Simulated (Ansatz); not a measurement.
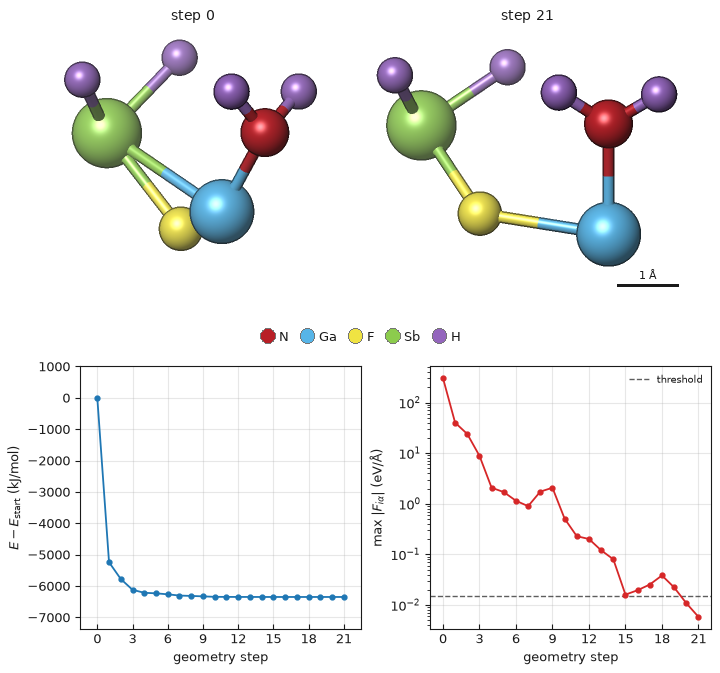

First and last geometry of a relaxation of GaSbNH₄F, with the history of the run. A ball-and-stick model, seen from a free direction.

The run prepares an end point of a later path (torsion) calculation, from a guessed geometry.

All numbers below come from RKS r2SCAN-D4/def2-SVP (Ansatz). Set-up: no spin polarisation; force threshold 0.015 eV/Å; at most 40 steps.

> What do the curves and the structures tell?

It converged. The atom that moves furthest after the best rigid fit is the Ga atom (0.95 Å). By element the largest moves are Ga 0.95 Å, H 0.84 Å, F 0.63 Å, Sb 0.36 Å, N 0.34 Å. Some distances before and after: F–Ga 0.931 → 2.230 Å, Ga–Sb 2.694 → 3.906 Å, Ga–N 1.689 → 1.883 Å, F–Sb 2.163 → 2.010 Å. Among the angles between lasting bonds that change: N–Ga–F 146.5° → 85.3°, Ga–F–Sb 115.2° → 134.2°, F–Sb–H 102.5° → 92.1°. Groups turn about F–Sb by about 45°, F–Ga by about 40°. Over 21 geometry steps the energy falls by 6348.1 kJ/mol. The largest force component goes from 310 to 0.0058 eV/Å. Cost: 56 s on 2 threads of Intel(R) Xeon(R) Platinum 8488C (Sapphire Rapids) (shared host), peak memory 0.2 GiB.
